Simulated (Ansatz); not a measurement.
## TeI6: relaxing a made-up structure

Starting from a made-up structure for TeI6, the aim is the relaxed cell, its shortest contacts and, where a second run follows, its electronic structure.

Calculated with Ansatz 0.2.0; DFT, r2SCAN, plane-wave PAW, files of the set soft_1, scalar-relativistic, no spin, cell and ions relaxed at zero pressure; PAW set soft_1, in the first sound run; inputs show where later runs differ.

## 1. The starting structure

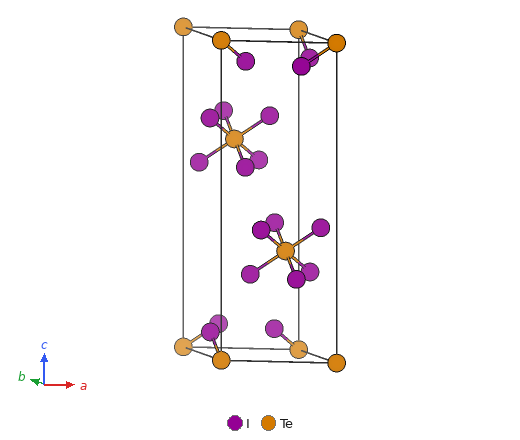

The cell as given, slightly off an axis (iodine purple, tellurium orange). This picture shows the conventional cell, with its axes. Bonds to atoms that aren't drawn are left out. Some periodic images of atoms are drawn too.

## 2. Relaxing cell and atoms

The guess takes its coordinates from another compound and its volume from a rule, so the cell and any free coordinates are relaxed together.

input.yaml

```yaml
crystal:
  lattice:
    - [3.655, 2.110215234, 6.679]
    - [-3.655, 2.110215234, 6.679]
    - [0.0, -4.220430468, 6.679]
  atoms:
    - { symbol: I, position: [0.7641, 0.3788, 0.0839] }
    - { symbol: I, position: [0.6212, 0.9161, 0.2359] }
    - { symbol: I, position: [0.9161, 0.2359, 0.6212] }
    - { symbol: I, position: [0.2359, 0.6212, 0.9161] }
    - { symbol: I, position: [0.0839, 0.7641, 0.3788] }
    - { symbol: I, position: [0.3788, 0.0839, 0.7641] }
    - { symbol: Te, position: [0.0, 0.0, 0.0] }
kpoints:
  mp_grid: { grid: [5, 5, 5] }
scf:
  occupations: { method: fermi_dirac, width: 0.05 }
hamiltonian:
  xc: r2scan
  pseudopotentials: { kind: paw, azcp: { folder: soft_1 } }
relax:
  f_tol: 0.015
  max_steps: 70
  cell: {}
output:
  forces: true
  stress: true
```

On the command line:

```
$ ansatz run input.yaml --threads 4 --pin off --max-ram 10240MiB --backend cpu --events-out ev --progress --plain --runs-dir out
```

Numbers of over 12 decimals in the logs are rounded to 6 here.

The log of the run:

```text
Engine: ansatz 0.2.0, aarch64-unknown-linux-gnu
Pseudopotentials: kind: paw
Pseudopotential: I, paw, valence charge 17, recommended cutoff 500 eV (meta_gga), soft_1/I.paw.azcp
Pseudopotential: Te, paw, valence charge 16, recommended cutoff 500 eV (meta_gga), soft_1/Te.paw.azcp
Functional definition: r2SCAN
  parameter k0 = 0.174
  parameter k1 = 0.065
  parameter a1 = 4.9479
  exchange = r2scan_x(k0 = k0, k1 = k1, a1 = a1)
  correlation = r2scan_c
Crystal: 7 atoms, lattice volume = 309.084 Å³
Basis set: ecut = 500 eV, 7897 PW (Γ), exchange–correlation on 240×240×240 points (64 copies of the dense FFT grid, shifted against one another)
Bands: 71, of which v1, the nominal top of the filled ones, is band 59 counted from 1 (58 counted from 0)
Symmetry: 6 space group operations
Space group: R-3 (ITA 148), of the structure as read, at distance tolerance 6.8e-5 Å
k-points: 23 of 125
Non-local potential: I, projectors of the file, l = 0: 2, l = 1: 2, l = 2: 2, l = 3: 1
Non-local potential: Te, projectors of the file, l = 0: 2, l = 1: 2, l = 2: 2, l = 3: 1
PAW form: soft (Blöchl's): semilocal exchange-correlation on the pseudo side does not see the compensation charge
PAW frozen core: I, regenerated for the run's functional (the file was generated under x = pbe(κ = 0.804, μ = 0.219515), c = pbe(β = 0.066725))
PAW frozen core: Te, regenerated for the run's functional (the file was generated under x = pbe(κ = 0.804, μ = 0.219515), c = pbe(β = 0.066725))
PAW one-centre angular grid: I, 590 points (default); XC on 160 Gauss nodes
PAW one-centre angular grid: Te, 590 points (default); XC on 160 Gauss nodes
Initial density: superposition of atomic densities (chi_scale 0.1, normalization cell, long waves kept (reshape's long-wave potential 0.05 eV rms))
Initial wavefunctions: pseudopotential atomic-orbital guess
Functional: x = r2scan, c = r2scan; τ floored in thin density (d = 2e-4 eV/Å³)
iter 1 solved again at ethr=1.19e-3 eV; its pass at ethr=3.10e-3 eV (dr2=1.41e0 eV) is discarded
SCF iter   1: F=—  HF=-52162.175820 eV  |F-HF|=—  |Δ(HF+E_count)|=         —  Δρ=2.09e-2  dr2=1.45e0  dr2_τ=2.41e-2  ethr=1.19e-3  ⟨swp⟩=2.9  Hψ=10422  notcnv=0
preconditioner: auto → LDOS  [insulator: Δε(μ)=0.170 eV  Ē_g=10.629 eV  σ=0.050 eV  W_gap=0.61  n_scr=58 (ndim 8)  ℏωp=14.6 eV  f_vac=0.150  D(μ)=1.97/eV (n_scr^D=8)  ε∞_Penn≈2.9  β→1.0]
SCF iter   2: F=—  HF=-52162.314046 eV  |F-HF|=—  |Δ(HF+E_count)|=   1.38e-1  Δρ=1.30e-2  dr2=1.24e0  dr2_τ=9.35e-3  ethr=1.19e-3  ⟨swp⟩=6.4  Hψ=4366  notcnv=0  defer=14
SCF iter   3: F=—  HF=-52162.017494 eV  |F-HF|=—  |Δ(HF+E_count)|=   2.97e-1  Δρ=3.37e-3  dr2=4.86e-2  dr2_τ=1.05e-3  ethr=1.05e-3  ⟨swp⟩=4.3  Hψ=3622  notcnv=0  defer=104
SCF iter   4: F=—  HF=-52162.008057 eV  |F-HF|=—  |Δ(HF+E_count)|=   9.44e-3  Δρ=9.07e-4  dr2=1.66e-3  dr2_τ=4.98e-5  ethr=4.12e-5  ⟨swp⟩=3.1  Hψ=3188  notcnv=0  defer=112
SCF iter   5: F=—  HF=-52162.009136 eV  |F-HF|=—  |Δ(HF+E_count)|=   1.08e-3  Δρ=2.50e-4  dr2=2.92e-4  dr2_τ=3.17e-6  ethr=1.41e-6  ⟨swp⟩=2.0  Hψ=2077  notcnv=0  defer=112
SCF iter   6: F=—  HF=-52162.009115 eV  |F-HF|=—  |Δ(HF+E_count)|=   2.10e-5  Δρ=7.97e-5  dr2=1.18e-5  dr2_τ=3.11e-7  ethr=2.47e-7  ⟨swp⟩=2.0  Hψ=2191  notcnv=0  defer=112
SCF iter   7: F=—  HF=-52162.009022 eV  |F-HF|=—  |Δ(HF+E_count)|=   9.30e-5  Δρ=3.78e-5  dr2=5.15e-6  dr2_τ=1.06e-7  ethr=1.00e-8  ⟨swp⟩=2.0  Hψ=3015  notcnv=0  defer=112
SCF iter   8: F=—  HF=-52162.009020 eV  |F-HF|=—  |Δ(HF+E_count)|=   1.43e-6  Δρ=5.13e-6  dr2=1.02e-7  dr2_τ=2.78e-9  ethr=8.47e-11  ⟨swp⟩=4.8  Hψ=7965  notcnv=0
SCF iter   9: F=-52162.009020 eV  HF=-52162.009020 eV  |F-HF|=5.46e-10  |Δ(HF+E_count)|=   1.86e-8  Δρ=1.06e-6  dr2=3.34e-9  dr2_τ=1.44e-10  ethr=8.47e-11  ⟨swp⟩=5.0  Hψ=5387  notcnv=0
SCF 1 converged in 9 iterations: F = -52162.009020 eV  dr2 = 3.34e-9
  greatest PAW one-centre occupation: 0.999 electrons in one spin orbital (limit 2), on the I atom at site 3 (counted from 0), in its partial waves of l = 2
relax step   1: F+E_penalty+E_count = -52162.00902038 eV  Δ(F+E_penalty+E_count) = +0.000e0 eV  max|allowed force component| = 1.017e0 eV/Å  Δτ_max = 0.0000 Å  P = +3.576 GPa  Ω = 309.084 Å³  (9 SCF iters, dr2 threshold 1.00e-7 eV, accepted)
Crystal: 7 atoms, lattice volume = 314.226 Å³
Basis set: ecut = 500 eV, 8017 PW (Γ), exchange–correlation on 240×240×240 points (64 copies of the dense FFT grid, shifted against one another)
Initial density: handed on by an earlier stage of this run
Initial wavefunctions: those handed on with the density
iter 1 solved again at ethr=2.88e-4 eV; its pass at ethr=3.10e-3 eV (dr2=3.40e-1 eV) is discarded
SCF iter   1: F=—  HF=-52162.066066 eV  |F-HF|=—  |Δ(HF+E_count)|=         —  Δρ=1.17e-2  dr2=3.45e-1  dr2_τ=8.75e-1  ethr=2.88e-4  ⟨swp⟩=4.8  Hψ=9280  notcnv=0
preconditioner: auto → LDOS  [metal: Δε(μ)=0.022 eV  Ē_g=10.183 eV  σ=0.050 eV  W_gap=0.11  n_scr=58 (ndim 8)  ℏωp=14.5 eV  f_vac=0.123  D(μ)=13.07/eV (n_scr^D=118)  β→1.0]
SCF iter   2: F=—  HF=-52162.879720 eV  |F-HF|=—  |Δ(HF+E_count)|=   8.14e-1  Δρ=9.48e-3  dr2=3.12e-1  dr2_τ=4.79e-3  ethr=2.88e-4  ⟨swp⟩=5.4  Hψ=3962  notcnv=0  defer=1
SCF iter   3: F=—  HF=-52162.802619 eV  |F-HF|=—  |Δ(HF+E_count)|=   7.71e-2  Δρ=2.74e-3  dr2=2.23e-2  dr2_τ=1.83e-4  ethr=2.65e-4  ⟨swp⟩=3.5  Hψ=3533  notcnv=0  defer=7
SCF iter   4: F=—  HF=-52162.804893 eV  |F-HF|=—  |Δ(HF+E_count)|=   2.27e-3  Δρ=1.22e-3  dr2=3.91e-3  dr2_τ=7.80e-5  ethr=1.89e-5  ⟨swp⟩=2.2  Hψ=2450  notcnv=0  defer=14
SCF iter   5: F=—  HF=-52162.804461 eV  |F-HF|=—  |Δ(HF+E_count)|=   4.32e-4  Δρ=3.92e-4  dr2=4.32e-4  dr2_τ=6.35e-6  ethr=3.31e-6  ⟨swp⟩=3.0  Hψ=3171  notcnv=0  defer=14
SCF iter   6: F=—  HF=-52162.804337 eV  |F-HF|=—  |Δ(HF+E_count)|=   1.23e-4  Δρ=9.39e-5  dr2=4.10e-5  dr2_τ=4.28e-7  ethr=3.66e-7  ⟨swp⟩=2.0  Hψ=2301  notcnv=0  defer=14
SCF iter   7: F=—  HF=-52162.804332 eV  |F-HF|=—  |Δ(HF+E_count)|=   5.81e-6  Δρ=4.45e-5  dr2=7.74e-6  dr2_τ=1.34e-7  ethr=3.48e-8  ⟨swp⟩=2.0  Hψ=3062  notcnv=0  defer=14
SCF iter   8: F=-52162.804331 eV  HF=-52162.804331 eV  |F-HF|=6.50e-9  |Δ(HF+E_count)|=   9.35e-7  Δρ=1.27e-5  dr2=5.43e-7  dr2_τ=1.18e-8  ethr=5.93e-10  ⟨swp⟩=4.0  Hψ=7608  notcnv=0
SCF 2 converged in 8 iterations: F = -52162.804331 eV  dr2 = 5.43e-7
  greatest PAW one-centre occupation: 0.999 electrons in one spin orbital (limit 2), on the I atom at site 5 (counted from 0), in its partial waves of l = 2
[...]
SCF iter   5: F=—  HF=-52162.913395 eV  |F-HF|=—  |Δ(HF+E_count)|=   6.09e-5  Δρ=4.77e-5  dr2=1.09e-5  dr2_τ=2.01e-7  ethr=1.10e-7  ⟨swp⟩=3.0  Hψ=3188  notcnv=0
SCF iter   6: F=—  HF=-52162.913398 eV  |F-HF|=—  |Δ(HF+E_count)|=   2.90e-6  Δρ=1.95e-5  dr2=1.24e-6  dr2_τ=2.54e-8  ethr=9.21e-9  ⟨swp⟩=2.0  Hψ=2508  notcnv=0
SCF iter   7: F=-52162.913398 eV  HF=-52162.913398 eV  |F-HF|=5.59e-8  |Δ(HF+E_count)|=   1.55e-7  Δρ=7.31e-6  dr2=1.47e-7  dr2_τ=3.75e-9  ethr=5.93e-10  ⟨swp⟩=5.0  Hψ=5485  notcnv=0
SCF 3 converged in 7 iterations: F = -52162.913398 eV  dr2 = 1.47e-7
  greatest PAW one-centre occupation: 0.999 electrons in one spin orbital (limit 2), on the I atom at site 4 (counted from 0), in its partial waves of l = 2
relax step   3: F+E_penalty+E_count = -52162.91339840 eV  Δ(F+E_penalty+E_count) = -1.091e-1 eV  max|allowed force component| = 6.640e-2 eV/Å  Δτ_max = 0.1155 Å  P = +0.114 GPa  Ω = 289.176 Å³  energy of the carried Pulay correction = +2.081e-3 eV  (7 SCF iters, dr2 threshold 7.00e-7 eV, accepted)
[...]
relax step   4: F+E_penalty+E_count = -52162.92318255 eV  Δ(F+E_penalty+E_count) = -9.784e-3 eV  max|allowed force component| = 3.598e-2 eV/Å  Δτ_max = 0.0385 Å  P = +0.178 GPa  Ω = 283.525 Å³  energy of the carried Pulay correction = +2.698e-3 eV  (6 SCF iters, dr2 threshold 2.76e-7 eV, accepted)
[...]
relax step   5: F+E_penalty+E_count = -52162.93250293 eV  Δ(F+E_penalty+E_count) = -9.320e-3 eV  max|allowed force component| = 2.250e-2 eV/Å  Δτ_max = 0.0583 Å  P = +0.064 GPa  Ω = 282.449 Å³  energy of the carried Pulay correction = +2.816e-3 eV  (7 SCF iters, dr2 threshold 1.65e-7 eV, accepted)
[...]
relax step   6: F+E_penalty+E_count = -52162.93450711 eV  Δ(F+E_penalty+E_count) = -2.004e-3 eV  max|allowed force component| = 4.236e-3 eV/Å  Δτ_max = 0.0258 Å  P = -0.016 GPa  Ω = 285.672 Å³  energy of the carried Pulay correction = +2.462e-3 eV  (7 SCF iters, dr2 threshold 3.16e-8 eV, accepted)
[...]
relax step   7: F+E_penalty+E_count = -52162.93471893 eV  Δ(F+E_penalty+E_count) = -2.118e-4 eV  max|allowed force component| = 3.950e-3 eV/Å  Δτ_max = 0.0071 Å  P = -0.004 GPa  Ω = 285.954 Å³  energy of the carried Pulay correction = +2.431e-3 eV  (8 SCF iters, accepted)
[...]
relax step   8: F+E_penalty+E_count = -52162.93446201 eV  Δ(F+E_penalty+E_count) = +2.569e-4 eV  max|allowed force component| = 7.840e-3 eV/Å  Δτ_max = 0.0198 Å  P = -0.008 GPa  Ω = 286.905 Å³  energy of the carried Pulay correction = +2.328e-3 eV  (9 SCF iters, accepted)
[...]
relax step   9: F+E_penalty+E_count = -52162.93481037 eV  Δ(F+E_penalty+E_count) = -3.484e-4 eV  max|allowed force component| = 1.059e-4 eV/Å  Δτ_max = 0.0104 Å  P = -0.000 GPa  Ω = 286.351 Å³  energy of the carried Pulay correction = +2.388e-3 eV  (8 SCF iters, accepted)
Initial wavefunctions: pseudopotential atomic-orbital guess (no wavefunctions were taken with the density)
iter 1 solved again at ethr=1.17e-6 eV; its pass at ethr=3.10e-3 eV (dr2=1.38e-3 eV) is discarded
SCF iter   1: F=—  HF=-52162.932937 eV  |F-HF|=—  |Δ(HF+E_count)|=         —  Δρ=5.92e-5  dr2=9.74e-7  dr2_τ=3.94e-6  ethr=1.17e-6  ⟨swp⟩=4.4  Hψ=12484  notcnv=0
eigensolver tolerance schedule: the retry pair's looser diagonalisation over-reported the residual by 1411.89 of it (diagonalisation noise at 1.13 of the residual, at the tolerance the schedule requests for it); recorded, not acted on — ethr = c·dr2/N_el stays at c = 1.0e-1
preconditioner: auto → LDOS  [metal: Δε(μ)=0.010 eV  Ē_g=10.287 eV  σ=0.050 eV  W_gap=0.05  n_scr=58 (ndim 8)  ℏωp=15.2 eV  f_vac=0.064  D(μ)=14.03/eV (n_scr^D=130)  β→1.0]
SCF iter   2: F=—  HF=-52162.932961 eV  |F-HF|=—  |Δ(HF+E_count)|=   2.46e-5  Δρ=6.25e-6  dr2=1.29e-7  dr2_τ=3.73e-9  ethr=8.26e-10  ⟨swp⟩=3.1  Hψ=3349  notcnv=0
SCF iter   3: F=—  HF=-52162.932961 eV  |F-HF|=—  |Δ(HF+E_count)|=   5.64e-9  Δρ=4.28e-6  dr2=5.31e-8  dr2_τ=1.25e-9  ethr=1.10e-10  ⟨swp⟩=2.0  Hψ=3020  notcnv=0
SCF iter   4: F=—  HF=-52162.932961 eV  |F-HF|=—  |Δ(HF+E_count)|=   1.09e-8  Δρ=1.55e-6  dr2=7.41e-9  dr2_τ=3.91e-11  ethr=4.50e-11  ⟨swp⟩=3.0  Hψ=3124  notcnv=0
SCF iter   5: F=—  HF=-52162.932961 eV  |F-HF|=—  |Δ(HF+E_count)|=   1.50e-9  Δρ=3.89e-7  dr2=4.52e-10  dr2_τ=3.08e-12  ethr=6.28e-12  ⟨swp⟩=3.0  Hψ=3231  notcnv=0
SCF iter   6: F=-52162.932961 eV  HF=-52162.932961 eV  |F-HF|=2.18e-11  |Δ(HF+E_count)|=  3.64e-11  Δρ=6.63e-8  dr2=1.40e-11  dr2_τ=1.79e-13  ethr=1.00e-12  ⟨swp⟩=5.7  Hψ=6376  notcnv=0
SCF 10 converged in 6 iterations: F = -52162.932961 eV  dr2 = 1.40e-11
relax step  10: F+E_penalty+E_count = -52162.93296114 eV  Δ(F+E_penalty+E_count) = +1.849e-3 eV  max|allowed force component| = 1.335e-4 eV/Å  Δτ_max = 0.0000 Å  P = -0.005 GPa  Ω = 286.351 Å³  stress off target by 4.94e-3 GPa  SCF on the basis re-selected at this cell (its energy is not comparable with the rows above)  (6 SCF iters)
basis re-selected at this cell: Δ(F+E_penalty+E_count) = +1.849e-3 eV, ΔP = -0.005 GPa vs the last step (what re-selecting the basis moved, of the pressure what is left beyond the Pulay correction that the steps carried, after the strain that the cell walked since its last selection, with what the two solves' SCF thresholds leave and, on support functions, any second-order correction that the steps lacked; it is no m [...]
SCF converged after 6 iterations
Free energy (F): -52162.932961 eV
Harris-Foulkes:  -52162.932961 eV  (|F-HF|=2.18e-11)
Internal energy: -52162.822807 eV  (E = F + TS)
E sigma→0 (E₀):  -52162.877884 eV
Entropy (-TS):   -0.110154 eV (-15.736 meV/atom)
Fermi energy:    4.914221 eV
--- Per-component energies (eV) ---
  E_band       = -2739.798557
  E_kinetic    = 1119.462597
  E_local      = -15032.090505  (includes V_loc(G=0)·N_el)
  E_nonlocal   = 742.198529
  E_hartree    = 6812.477625
  E_xc         = -720.276175
  E_vxc        = -821.335015  (∫ρ·V_xc dr)
  E_paw        = -33509.329548  (= ΣΔE_a)
  E_vpaw       = -2420.463425  (= ΣTr[D̂ρ^β])
  E_aug_tail   = -0.004069  (compensation charges beyond the density's cutoff)
  E_vtau       = 47.478373  (kinetic-family band-sum trace: ∫τ·v_τ [+ j·A + Jᵃ·Aᵃ] dr)
  E_ewald      = -11575.984678
  E_core_change = 0.723416  (= ΣΔE_core)
  E_smearing   = -0.110154  (= −TS)
  E_closure    = 0.000000  (closes the sum)
  Σ components = -52162.932961   (vs F -52162.932961, Δ=0.00e0)
--- Forces (eV/Å), atoms counted from 1 ---
  atom   1  I     -0.00012816     0.00004512    -0.00006010
  atom   2  I     -0.00010315    -0.00008843     0.00006010
  atom   3  I     -0.00002501     0.00013355     0.00006010
  atom   4  I      0.00012816    -0.00004512     0.00006010
  atom   5  I      0.00002501    -0.00013355    -0.00006010
  atom   6  I      0.00010315     0.00008843    -0.00006010
  atom   7  Te     0.00000000     0.00000000     0.00000000
  max |Σ_I F_I| component: 4.63e-18 eV/Å
--- Stress (GPa, compression-positive) ---
       -0.004793      -0.000000      -0.000000
        0.000000      -0.004793       0.000000
       -0.000000       0.000000      -0.004936
  P = ⅓ Tr σ = -0.0048 GPa (-0.048 kbar)
--- Relaxed structure (9 steps of the walk, 9 accepted, 1 SCFs on fresh bases) ---
  F+E_penalty+E_count = -52162.93296114 eV   max|allowed force component| = 1.335e-4 eV/Å   (the final SCF, on the basis selected at the relaxed cell)
  cell:  # Å, volume = 286.3510 Å³
    - [3.628528, 2.094932, 6.278371]
    - [-3.628528, 2.094932, 6.278371]
    - [-8.696934257337645e-19, -4.189864, 6.278371]
  atoms:
    - { symbol: I, position: [0.750285, 0.418173, 0.096909] }
    - { symbol: I, position: [0.581827, 0.903091, 0.249715] }
    - { symbol: I, position: [0.903091, 0.249715, 0.581827] }
    - { symbol: I, position: [0.249715, 0.581827, 0.903091] }
    - { symbol: I, position: [0.096909, 0.750285, 0.418173] }
    - { symbol: I, position: [0.418173, 0.096909, 0.750285] }
    - { symbol: Te, position: [6.822461191544953e-19, -8.094058828184467e-19, 1.2542051349954672e-19] }
```

Run time: 2.8 min. Hardware: 4 threads of Arm Neoverse V2, shared host; peak memory 1.8 GiB.

Relaxation path:

| step | energy less that of the first step (eV) | largest force component (eV/Å) | pressure (GPa) | volume (Å³) |
| --- | --- | --- | --- | --- |
| 1 | 0.0000 | 1.0166 | 3.58 | 309.08 |
| 2 | -0.7953 | 0.1836 | -0.09 | 314.23 |
| 3 | -0.9044 | 0.0664 | 0.11 | 289.18 |
| 4 | -0.9142 | 0.0360 | 0.18 | 283.52 |
| 5 | -0.9235 | 0.0225 | 0.06 | 282.45 |
| 6 | -0.9255 | 0.0042 | -0.02 | 285.67 |
| 7 | -0.9257 | 0.0040 | 0.00 | 285.95 |
| 8 | -0.9254 | 0.0078 | -0.01 | 286.90 |
| 9 | -0.9258 | 0.0001 | 0.00 | 286.35 |
| 10* | -0.9239 | 0.0001 | 0.00 | 286.35 |

Relaxation steps marked * repeat the geometry before them on a plane-wave basis chosen anew for their cell, so energy and pressure can jump there.

Forces are held to the 6 operations that the run works with; a distortion that breaks them can't arise in this run.

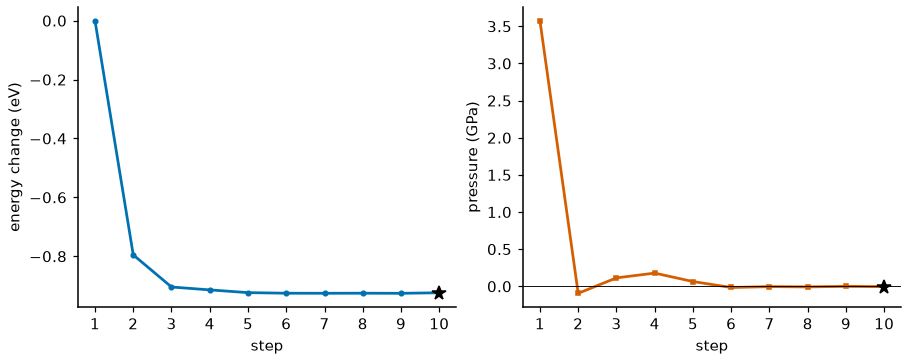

Energy and pressure along the relaxation. Stars mark steps on a basis chosen anew.

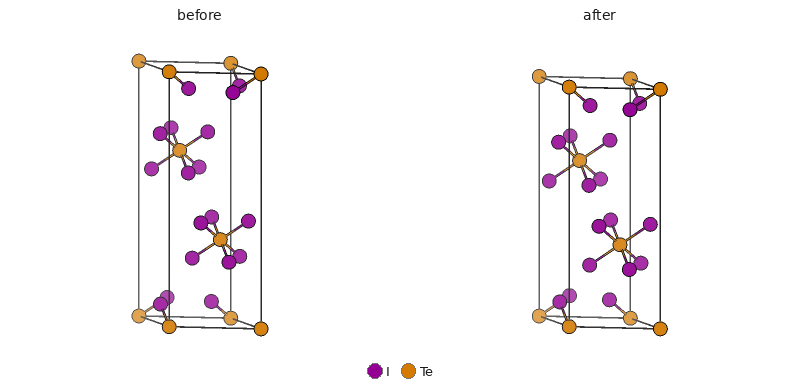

Before and after, at one scale. Bonds to atoms that aren't drawn are left out.

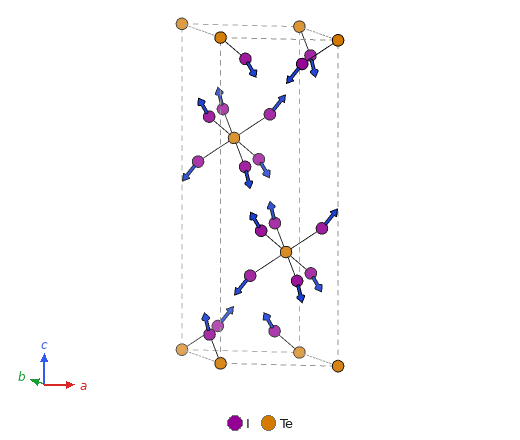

Displacements in the relaxation, exaggerated, measured against the changing cell; the longest in the cell stands for 0.31 Å. Bonds to atoms that aren't drawn are left out. Some periodic images of atoms are drawn too.

| conventional cell, symmetrised | before | after | change |
| --- | --- | --- | --- |
| a (Å) | 7.310 | 7.257 | -0.7 % |
| b (Å) | 7.310 | 7.257 | -0.7 % |
| c (Å) | 20.037 | 18.835 | -6.0 % |
| volume (Å³/atom) | 44.15 | 40.91 | -7.4 % |

The atoms that moved most (Å, as changes of fractional coordinates times the final cell):

| atom | dx | dy | dz | length |
| --- | --- | --- | --- | --- |
| I3 | -0.097 | 0.167 | -0.242 | 0.310 |
| I4 | 0.193 | 0.001 | -0.242 | 0.310 |
| I2 | -0.096 | -0.168 | -0.242 | 0.310 |
| I5 | 0.097 | -0.167 | 0.242 | 0.310 |
| I6 | 0.096 | 0.168 | 0.242 | 0.310 |
| I1 | -0.193 | -0.001 | 0.242 | 0.310 |

The relaxed structure:

```cif
data_structure
_symmetry_space_group_name_H-M 'P 1'
_symmetry_Int_Tables_number 1
_cell_length_a 7.5480
_cell_length_b 7.5480
_cell_length_c 7.5480
_cell_angle_alpha 57.465
_cell_angle_beta 57.465
_cell_angle_gamma 57.465
_cell_volume 286.35
loop_
_atom_site_label
_atom_site_type_symbol
_atom_site_fract_x
_atom_site_fract_y
_atom_site_fract_z
_atom_site_occupancy
I1 I 0.75028 0.41817 0.09691 1
I2 I 0.58183 0.90309 0.24972 1
I3 I 0.90309 0.24972 0.58183 1
I4 I 0.24972 0.58183 0.90309 1
I5 I 0.09691 0.75028 0.41817 1
I6 I 0.41817 0.09691 0.75028 1
Te7 Te 0.00000 0.00000 0.00000 1
```

Numbers from this step:

```
free energy             : -52162.9330 eV
energy at zero smearing : -52162.8779 eV
smearing term TS        : 0.1102 eV
Fermi energy            : 4.914 eV
electrons               : 118
symmetry operations     : 6
pressure                : -0.004840 GPa
```

Shortest distances by pair of elements, guess and relaxed (not always the same contact):

| pair | guess (Å) | relaxed (Å) |
| --- | --- | --- |
| I–Te | 2.710 | 2.941 |
| I–I | 3.772 | 3.782 |

The relaxation ends with a largest force component of 1.3e-4 eV/Å and a pressure of 0.00 GPa.

[end of part 1 of 2]

[Logs are printed without paths, hosts, clocks, repeated set-up lines and the standing remarks that a program may print on its own settings, such as how far it seeks lower states.]

[Hosts, paths, dates, database ids (printed as entryN), source tags and the programs' standing remarks are cut or masked in the printed files.]
